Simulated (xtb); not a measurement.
**GeSi2H8: energy and gradient calculation**

The run: energy and gradient calculation of GeSi2H8 (n-GeSiSiH8). Method and program: GFN-FF (xtb 6.7.1).

A bond length was changed on purpose from its optimised value.

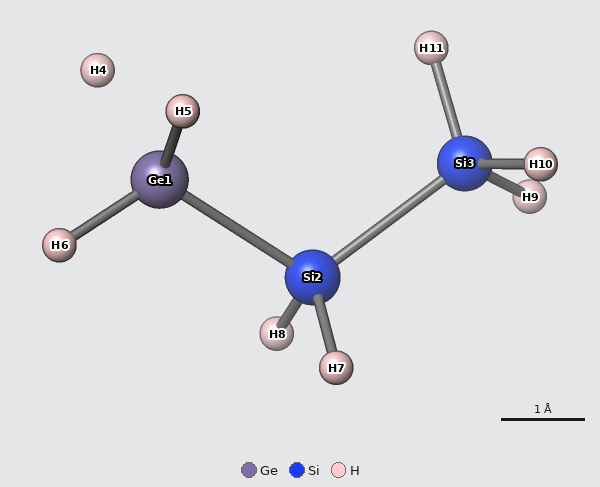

*The structure (ball-and-stick view, seen at a tilt; atoms are numbered from 1 in the order of the input). Sticks mark near contacts.*

**The input (mol.coord)**
```
$coord
      3.505413615289     -0.521643778894      0.205178903707  ge
      0.188169478860      1.689184608828     -1.716256825290  si
     -3.446662030074      1.672214868229      0.730617252660  si
      2.934933644156     -4.147854357247      0.589027633046  h
      4.091266508445      0.288255043598      2.863418848696  h
      6.054106136833     -0.424285088953     -1.042286002942  h
      1.099130854497      4.259590083544     -2.241147153666  h
     -0.209523384068      0.557937858844     -4.221315570616  h
     -5.746061881258      1.549628334525     -0.804199408500  h
     -3.651546136506      3.944270382389      2.299770237504  h
     -3.502749101453     -0.499231627056      2.451382964483  h
$end
```

Launched with:
```bash
xtb --grad --gfnff -- mol.coord > out.txt
```

**What the program printed**
```
* xtb version 6.7.1
   ID    Z sym.   atoms
    1   32 ge     1
    2   14 si     2, 3
    3    1 h      4-11

           -------------------------------------------------
          |                Calculation Setup                |
           -------------------------------------------------

          program call               : xtb --grad --gfnff -- mol.coord
          coordinate file            : mol.coord
          omp threads                :                     1

molecular fragmentation (1/2 indicates fragments):
11111211111
# atoms in fragment 1/2:    10     1
 fragment masses (1/2) :      135.85        1.01
CMA distance (Bohr)    :   5.061
constraining FC (au)   :  0.0500

          ==================== Thresholds ====================
          CN  :   150.00000
          rep :   500.00000
          disp:  2500.00000
          HB1 :   250.00000
          HB2 :   450.00000

          Pauling EN used:
          Z : 1  EN :  2.20
          Z :14  EN :  1.90
          Z :32  EN :  2.01
          electric field strengths (au): 0.000

           -------------------------------------------------
          |           Force Field Initialization            |
           -------------------------------------------------

          distances ...
          ----------------------------------------
          generating topology and atomic info file ...
!!!!!!!!!!!!!!!!!!!!!!!!!!!!!!!!!!!!!!!!!!!!
  warning: no bond partners for atom   4
!!!!!!!!!!!!!!!!!!!!!!!!!!!!!!!!!!!!!!!!!!!!
          pair mat ...
          computing topology distances matrix with Floyd-Warshall algo ...
          making topology EEQ charges ...
          #fragments for EEQ constrain: 2
          ----------------------------------------
          generating topology and atomic info file ...
!!!!!!!!!!!!!!!!!!!!!!!!!!!!!!!!!!!!!!!!!!!!
  warning: no bond partners for atom   4
!!!!!!!!!!!!!!!!!!!!!!!!!!!!!!!!!!!!!!!!!!!!
          pair mat ...
          computing topology distances matrix with Floyd-Warshall algo ...
          making topology EEQ charges ...
          rings ...
          # BATM   42
          # H in HB   7

  atom   neighbors  erfCN metchar sp-hybrid imet pi  qest     coordinates
    1  ge      3    3.01   0.12         3    0    0   0.111    3.505414   -0.521644    0.205179
    2  si      4    3.43   0.04         3    0    0  -0.020    0.188169    1.689185   -1.716257
    3  si      4    3.44   0.04         3    0    0   0.012   -3.446662    1.672215    0.730617
    4  h       0    0.34   0.10         0    0    0   0.000    2.934934   -4.147854    0.589028
    5  h       1    0.96   0.01         0    0    0  -0.033    4.091267    0.288255    2.863419
    6  h       1    0.96   0.01         0    0    0  -0.033    6.054106   -0.424285   -1.042286
    7  h       1    0.96   0.01         0    0    0  -0.006    1.099131    4.259590   -2.241147
    8  h       1    0.96   0.01         0    0    0  -0.006   -0.209523    0.557938   -4.221316
    9  h       1    0.96   0.01         0    0    0  -0.009   -5.746062    1.549628   -0.804199
   10  h       1    0.96   0.01         0    0    0  -0.009   -3.651546    3.944270    2.299770
   11  h       1    0.96   0.01         0    0    0  -0.009   -3.502749   -0.499232    2.451383

          #atoms :   11
          #bonds :   9
          #angl  :   15
          #tors  :   15
          #nmol  :   2
          #optfrag :   2
           -------------------------------------------------
          |                   G F N - F F                   |
          |          A general generic force-field          |
          |                  Version 1.0.3                  |
           -------------------------------------------------
          Number of HB bonds (bound hydrogen)     0
          Number of HB bonds (unbound hydrogen)   0
          Number of XB bonds                      0

 E+G (total)                   0 d,  0 h,  0 min,  0.000 sec
 distance/D3 list               ...        0 min,  0.000 sec (  0.928%)
 non bonded repulsion           ...        0 min,  0.000 sec ( 17.750%)
 dCN                            ...        0 min,  0.000 sec (  5.346%)
 EEQ energy and q               ...        0 min,  0.000 sec ( 13.662%)
 D3                             ...        0 min,  0.000 sec ( 10.849%)
 EEQ gradient                   ...        0 min,  0.000 sec (  5.094%)
 bonds                          ...        0 min,  0.000 sec (  7.790%)
 bend and torsion               ...        0 min,  0.000 sec ( 18.116%)
 bonded ATM                     ...        0 min,  0.000 sec (  6.267%)
 HB/XB (incl list setup)        ...        0 min,  0.000 sec (  8.496%)

         :::::::::::::::::::::::::::::::::::::::::::::::::::::
         ::                     SUMMARY                     ::
         :::::::::::::::::::::::::::::::::::::::::::::::::::::
         :: total energy              -0.803539285056 Eh    ::
         :: gradient norm              0.030169269168 Eh/a0 ::
         ::.................................................::
         :: bond energy               -0.867126730052 Eh    ::
         :: angle energy               0.035597449693 Eh    ::
         :: torsion energy             0.000061721272 Eh    ::
         :: repulsion energy           0.037115011298 Eh    ::
         :: electrostat energy        -0.003393270756 Eh    ::
         :: dispersion energy         -0.005780957970 Eh    ::
         :: HB energy                  0.000000000000 Eh    ::
         :: XB energy                  0.000000000000 Eh    ::
         :: bonded atm energy         -0.000012508540 Eh    ::
         :: external energy            0.000000000000 Eh    ::
         :: add. restraining           0.000000000000 Eh    ::
         :: total charge               0.000000000000 e     ::
         :::::::::::::::::::::::::::::::::::::::::::::::::::::

           -------------------------------------------------
          |                Property Printout                |
           -------------------------------------------------

molecular dipole:
                 x           y           z       tot (Debye)
 q only:        0.122      -0.148       0.011       0.487

           -------------------------------------------------
          | TOTAL ENERGY               -0.803539285056 Eh   |
          | GRADIENT NORM               0.030169269168 Eh/α |
           -------------------------------------------------
########################################################################
[WARNING] Runtime exception occurred
-1- gfnff_setup: Could not read topology file.
########################################################################

------------------------------------------------------------------------
------------------------------------------------------------------------
 total:
 *  cpu-time:     0 d,  0 h,  0 min,  0.003 sec
 * ratio c/w:     0.999 speedup
 SCF:
 *  cpu-time:     0 d,  0 h,  0 min,  0.000 sec
 * ratio c/w:     0.999 speedup
```

**Standard error**
```
normal termination of xtb
```

**Summary**

```json
{"quantity": "outcome", "value": "converged"}
{"quantity": "total energy", "value": "−0.803539 hartree"}
{"quantity": "dispersion energy", "value": "−0.005781 hartree"}
{"quantity": "largest force", "value": "0.826 eV/Å"}
{"quantity": "dipole moment", "value": "0.49 D"}
{"quantity": "hardware", "value": "1 thread of Intel Xeon @ 2.90GHz (Ice Lake), 192 GiB of memory available, shared host"}
{"quantity": "peak memory", "value": "0.071 GiB"}
```
